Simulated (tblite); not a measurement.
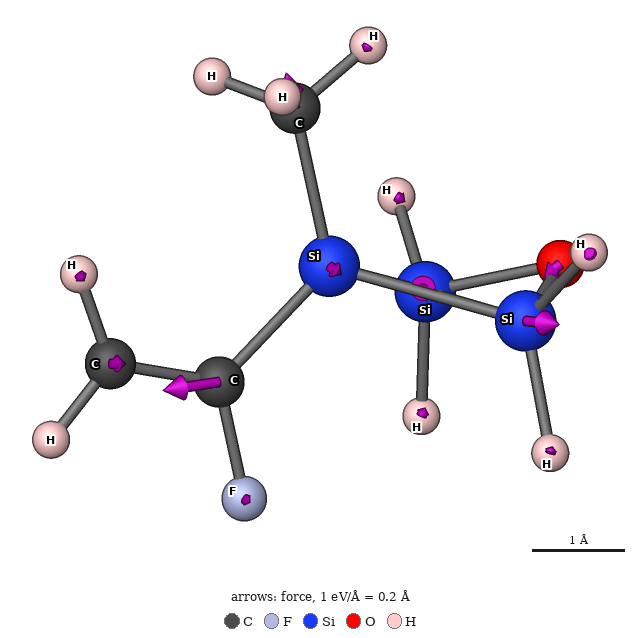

Starting geometry of C₃H₉FOSi₃ with the computed forces as purple arrows. The picture is a ball-and-stick view, seen at a tilt.

Level of theory: GFN2-xTB geometry optimisation, gas phase in tblite 0.8.0. 

What follows when this structure is relaxed?

Answer. It isn't relaxed: the largest force vector, on a C atom, is 3.47 eV/Å. The final displacements have little in common with the starting forces (cosine between the two patterns 0.28). After 74 geometry steps the energy has fallen by 24.8 kcal/mol. The largest moves after the best rigid fit, 0.69 Å, are those of O and H atoms. By element the largest moves are O 0.69 Å, H 0.68 Å, C 0.24 Å, Si 0.19 Å, F 0.05 Å. Among the contacts that change: Si–Si 2.495 → 2.832 Å, Si–Si 2.251 → 2.364 Å, C–Si 1.803 → 1.905 Å, C–Si 1.823 → 1.912 Å. Bond angles that change, for instance: Si–O–Si 96.6° → 116.9°, C–Si–C 118.7° → 106.0°, Si–Si–H 113.1° → 120.6°. Groups turn about O–Si by about 30°, O–Si by about 30°, Si–Si by about 25°. Cost: 1.1 s on 1 thread of Arm Neoverse N1, on a shared host.
